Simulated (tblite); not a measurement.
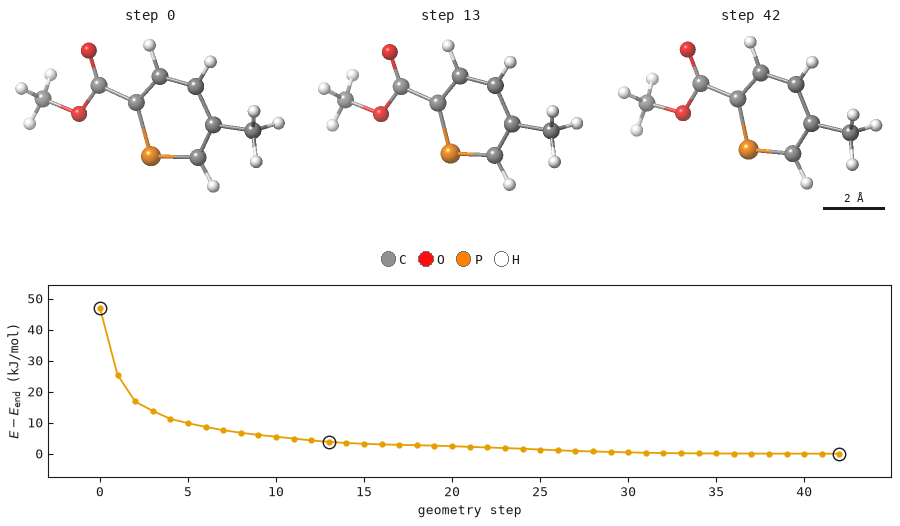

Frames of a relaxation of C₈H₉O₂P, marked on the history of the run. The picture is a ball-and-stick view, seen at a tilt.

Level of theory: tblite 0.8.0, GFN2-xTB geometry optimisation, gas phase. 

Question: What happens along the run?

Answer: The atom that moves furthest after the best rigid fit is an H atom (0.33 Å). By element the largest moves are H 0.33 Å, P 0.23 Å, C 0.22 Å, O 0.15 Å. Near-neighbour distances that change, for instance: C–P 1.858 → 1.744 Å, C–P 1.836 → 1.735 Å, C–C 1.501 → 1.470 Å, C–O 1.443 → 1.416 Å. Among the angles between lasting bonds that change: C–C–P 121.8° → 115.4°, C–C–P 120.7° → 125.4°, O–C–C 122.8° → 126.6°. The energy falls by 46.9 kJ/mol in 42 geometry steps. From step 0 to 13: an H atom moves most (0.14 Å), energy −43.1 kJ/mol. From step 13 to 42: an H atom moves most (0.22 Å), energy −3.80 kJ/mol.

```json
{"step": "0", "E − E(0), kJ/mol": "0.00"}
{"step": "1", "E − E(0), kJ/mol": "-21.55"}
{"step": "2", "E − E(0), kJ/mol": "-30.12"}
{"step": "3", "E − E(0), kJ/mol": "-33.17"}
{"step": "4", "E − E(0), kJ/mol": "-35.71"}
{"step": "5", "E − E(0), kJ/mol": "-37.11"}
{"step": "6", "E − E(0), kJ/mol": "-38.30"}
{"step": "7", "E − E(0), kJ/mol": "-39.37"}
{"step": "8", "E − E(0), kJ/mol": "-40.21"}
{"step": "9", "E − E(0), kJ/mol": "-40.88"}
{"step": "10", "E − E(0), kJ/mol": "-41.47"}
{"step": "12", "E − E(0), kJ/mol": "-42.67"}
{"step": "13", "E − E(0), kJ/mol": "-43.14"}
{"step": "15", "E − E(0), kJ/mol": "-43.76"}
{"step": "17", "E − E(0), kJ/mol": "-44.09"}
{"step": "18", "E − E(0), kJ/mol": "-44.21"}
{"step": "20", "E − E(0), kJ/mol": "-44.53"}
{"step": "22", "E − E(0), kJ/mol": "-44.94"}
{"step": "23", "E − E(0), kJ/mol": "-45.13"}
{"step": "25", "E − E(0), kJ/mol": "-45.60"}
{"step": "27", "E − E(0), kJ/mol": "-46.06"}
{"step": "29", "E − E(0), kJ/mol": "-46.37"}
{"step": "30", "E − E(0), kJ/mol": "-46.51"}
{"step": "32", "E − E(0), kJ/mol": "-46.74"}
{"step": "34", "E − E(0), kJ/mol": "-46.85"}
{"step": "35", "E − E(0), kJ/mol": "-46.87"}
{"step": "37", "E − E(0), kJ/mol": "-46.91"}
{"step": "39", "E − E(0), kJ/mol": "-46.93"}
{"step": "40", "E − E(0), kJ/mol": "-46.93"}
{"step": "42", "E − E(0), kJ/mol": "-46.94"}
```
